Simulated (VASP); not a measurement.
Band structure of Tc (hcp). Computed with optB88-vdW, VASP's PBE PAW potentials (set 64) (plane waves; VASP).

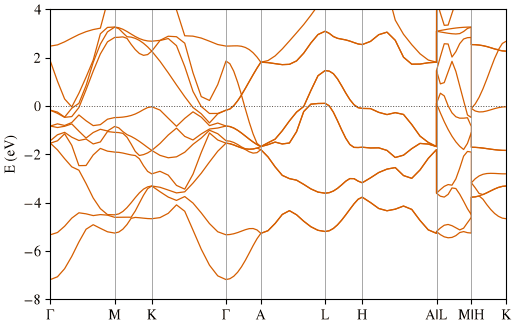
Fig. 1. Bands along high-symmetry lines, zero at the valence-band maximum or, without a gap, the Fermi level

**Question.** Read the plot: is there a gap, and where are the band edges?

**Answer.** It has no gap at this level: it comes out as a metal or semimetal. (Edges off the drawn lines would not show.)

The compound is Tc in the hcp structure. It was relaxed first.
